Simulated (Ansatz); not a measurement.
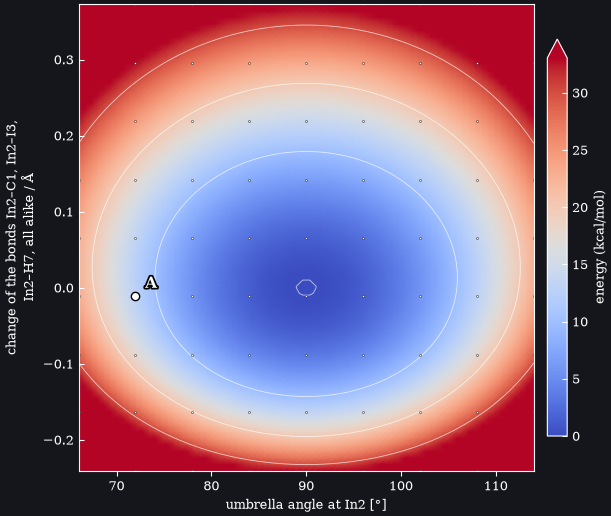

CH4IIn, SMILES [CH3][InH][I]. First axis: umbrella angle at In2 (between each of its bonds and their common axis; 90 is planar). Second axis: change of the bonds In2–C1, In2–I3, In2–H7, all alike. Nothing is relaxed (all other coordinates rigid). Grid: 9 × 9 points. Points are written as (first, second). Energies: kcal/mol, counted from the lowest grid point. The calculation used Ansatz, RKS PBE0-D4/def2-SVP.

The picture shows a smooth colour map with a few white contour lines, dots at the grid points, one colour for all values above the top of the scale, the point A. Between grid points the surface is interpolated.

Which way does the force act at A, and how strong is it?

A, at (72°, −0.011 Å), is not a stationary point. The computed force is 1.5 kcal/mol for each degree towards larger values of the first coordinate and 22 kcal/mol for each Å towards larger values of the second coordinate.
